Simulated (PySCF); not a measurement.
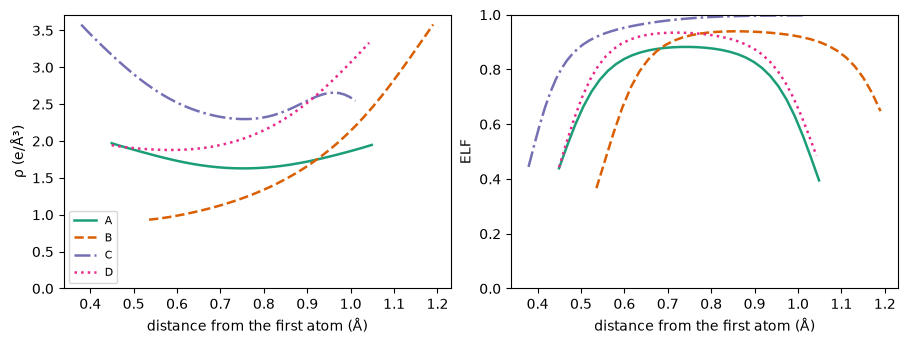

C₃H₁₂B₂N₂ (SMILES [BH2-]1[NH2+][BH2-][NH+]1C1CC1). Electron density and electron localisation function along straight lines between neighbouring atoms. The curves leave out the atomic cores.

Geometry: GFN2-xTB.

Computed with PBE0/pcSseg-1, SCF density, gas phase, non-relativistic (PySCF 2.14.0).

Input

```
{"job": {"kind": "nmr", "xc": "PBE0", "basis": "pcSseg-1"}, "charge": 0, "multiplicity": 1}
B      1.236875    -1.131371    -0.309628
N      2.394189    -0.174513     0.203346
B      1.354416     1.024609     0.172550
N      0.191030     0.071226    -0.356403
C     -1.017315    -0.037291     0.415712
C     -2.178651     0.861634     0.120629
C     -2.256187    -0.603626    -0.208034
H      1.461384    -1.562384    -1.393703
H      0.938396    -1.945832     0.499545
H      3.177800    -0.076324    -0.428325
H      2.758498    -0.400941     1.118941
H      1.123089     1.443755     1.257807
H      1.649234     1.850234    -0.629632
H     -0.068988     0.298638    -1.308459
H     -0.814137    -0.280314     1.450099
H     -2.766411     1.238224     0.943003
H     -2.082458     1.562002    -0.695573
H     -2.212995    -0.894233    -1.247115
H     -2.897573    -1.234243     0.387778
```

Launched as:

```sh
OMP_NUM_THREADS=1 python probes_run.py task.json out
```

### Which curve belongs to which contact (B–N, C–C, C–N and N–H)? The first atom named is at distance zero.

Curve A: C–C (1.50 Å): the density is about 1.6 e/Å³ at the midpoint; the ELF peaks at about 0.90 between the atoms: a shared electron pair. Curve B: B–N (1.59 Å): ρ is about 1.3 e/Å³ halfway; the ELF peaks at about 0.95 between the atoms, as expected for a polar covalent bond. Curve C: N–H (1.01 Å): ρ is about 2.9 e/Å³ halfway; the ELF climbs to about 1 towards the hydrogen, as it does in any bond to H: an ordinary covalent bond to hydrogen. Curve D: C–N (1.44 Å): ρ is about 2 e/Å³ halfway; the ELF peaks at about 0.95 between the atoms: localised, covalent bonding.
